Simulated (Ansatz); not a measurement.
**CHClFGeN (SMILES N#[C][GeH]([F])[Cl]): revPBE/cc-pVDZ**

What is the energy change on altering one bond length of CHClFGeN at revPBE/cc-pVDZ? 

The results are computed with Ansatz 0.2.0.

154 further runs of the same task are left out: 1 that didn't finish, 153 set aside as unsound or not needed.

## 1. Starting point

CHClFGeN has 6 atoms, charge 0, and is taken as a singlet. SMILES: `N#[C][GeH]([F])[Cl]`. Geometry: relaxed at PBE0-D4/def2-TZVP.

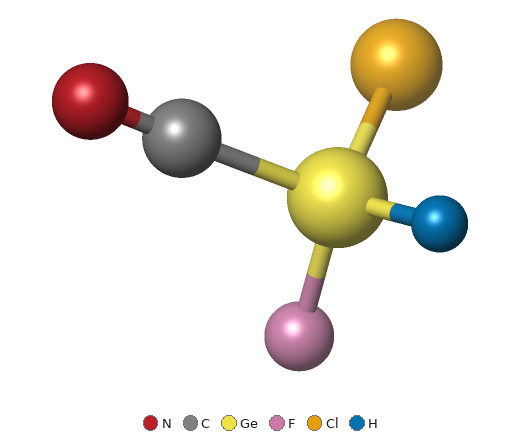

Viewed from a chosen angle; nitrogen red, carbon grey, germanium yellow, fluorine pink, chlorine amber, hydrogen blue.

## 2. The energy at revPBE/cc-pVDZ

Contents of job.yaml:

```yaml
crystal:
  periodic: [false, false, false]
  atoms:
    - {symbol: "N", position_ang: [-1.036900, -2.307000, 0.030700]}
    - {symbol: C, position_ang: [-0.544000, -1.267300, 0.040100]}
    - {symbol: Ge, position_ang: [0.237100, 0.477900, 0.107700]}
    - {symbol: F, position_ang: [1.896000, 0.253800, -0.276600]}
    - {symbol: Cl, position_ang: [-0.627600, 1.648100, -1.423900]}
    - {symbol: H, position_ang: [0.117300, 1.130400, 1.475800]}
basis:
  gaussian:
    orbitals: cc-pVDZ
hamiltonian:
  xc: {name: revPBE}
accuracy: high
output: {orbitals: {seedname: orbitals}}
```

Started as:

```sh
ansatz run job.yaml --threads 1 --pin off --max-ram 3480MiB --events-out events.jsonl --progress --plain --runs-dir runs
```

The program printed:

```text
Warning: RAYON_NUM_THREADS=1 ignored (pool sized by the plan → 1); use --threads N
Functional definition: revPBE
  name "revPBE"
  parameter kappa = 1.245
  parameter beta = 0.06672455060314922
  exchange = pbe_x(kappa = kappa, mu = beta*pi^2/3)
  correlation = pbe_c(beta = beta)
2015 factors; integrals over basis functions are off by at most 4.4e-9 eV
mean field evaluation 1: about -74287.8708 eV, gradient 5.1e1 eV
mean field evaluation 2: about -74257.8178 eV, gradient 1.2e2 eV
mean field evaluation 4: about -74293.0895 eV, gradient 1.4e1 eV
mean field evaluation 8: about -74293.4415 eV, gradient 3.6e-1 eV
mean field evaluation 16: about -74293.4418 eV, gradient 1.1e-5 eV
mean field -74293.44180074 eV, -2730.2336282736 hartree, gradient 4.4e-8 eV, S^2 0.000000; 0 other end points of the search recorded, 0 dependent functions left out
reference -74293.44180439 eV, -2730.2336284080 hartree; 36, 36 occupied and 56, 56 virtual orbitals, 2015 factors
Total energy: -74293.44180439 eV, -2730.2336284080 hartree
```

It took 9.9 s on 1 thread of Arm Neoverse V1, shared host; peak memory 0.24 GiB.

## 3. The distorted shape at the same level

Contents of in.yaml:

```yaml
basis:
  gaussian:
    orbitals: cc-pVDZ
crystal:
  periodic: [false, false, false]
  atoms:
    - {symbol: "N", position_ang: [-2.363995, -2.127723, 0.338134]}
    - {symbol: C, position_ang: [-1.871095, -1.088023, 0.347534]}
    - {symbol: Ge, position_ang: [-1.089995, 0.657177, 0.415134]}
    - {symbol: F, position_ang: [1.896000, 0.253800, -0.276600]}
    - {symbol: Cl, position_ang: [-1.954695, 1.827377, -1.116466]}
    - {symbol: H, position_ang: [-1.209795, 1.309677, 1.783234]}
magnetization:
  spin_polarized: false
hamiltonian:
  xc: {name: revPBE}
accuracy: high
output:
  orbitals: {seedname: orbitals}
```

Started as:

```sh
ansatz run in.yaml --threads 1 --pin off --max-ram 3480MiB --events-out events.jsonl --progress --plain --runs-dir runs
```

The program printed:

```text
Warning: RAYON_NUM_THREADS=1 ignored (pool sized by the plan → 1); use --threads N
Functional definition: revPBE
  name "revPBE"
  parameter kappa = 1.245
  parameter beta = 0.06672455060314922
  exchange = pbe_x(kappa = kappa, mu = beta*pi^2/3)
  correlation = pbe_c(beta = beta)
1950 factors; integrals over basis functions are off by at most 8.4e-9 eV
mean field evaluation 1: about -74278.1666 eV, gradient 6.6e1 eV
mean field evaluation 2: about -73913.7056 eV, gradient 2.1e2 eV
mean field evaluation 4: about -74285.4513 eV, gradient 3.3e1 eV
mean field evaluation 8: about -74289.3039 eV, gradient 6.4e0 eV
mean field evaluation 16: about -74289.4166 eV, gradient 5.2e-3 eV
mean field -74289.41657933 eV, -2730.0857041152 hartree, gradient 6.3e-8 eV, S^2 0.000000; 0 other end points of the search recorded, 0 dependent functions left out
reference -74289.41658295 eV, -2730.0857042484 hartree; 36, 36 occupied and 56, 56 virtual orbitals, 1950 factors
Total energy: -74289.41658295 eV, -2730.0857042484 hartree
```

Run time: 9 s. Hardware: 1 thread of Arm Neoverse V1, shared host; peak memory 0.23 GiB.

## 4. Outcome

Level: revPBE/cc-pVDZ.

| quantity | value |
| --- | --- |
| first shape: total energy | -2730.23363 Eh |
| first shape: HOMO energy | -8.33 eV |
| first shape: LUMO energy | -2.11 eV |
| first shape: HOMO–LUMO gap | 6.22 eV |
| distorted shape: total energy | -2730.08570 Eh |
| distorted shape: HOMO energy | -6.00 eV |
| distorted shape: LUMO energy | -5.70 eV |
| distorted shape: HOMO–LUMO gap | 0.30 eV |
| energy change with the Ge3–F4 bond stretched from 1.718 to 3.092 Å | 4.025 eV |

One bond (distorted shape) is far stretched, which a spin-restricted single reference describes badly; a broken-symmetry solution may lie lower. With the Ge3–F4 bond stretched from 1.718 to 3.092 Å the energy rises by 4.03 eV (388 kJ/mol). The first shape isn't relaxed at this level, so the change isn't measured from a minimum. A restricted reference can't describe the breaking bond well at this length.
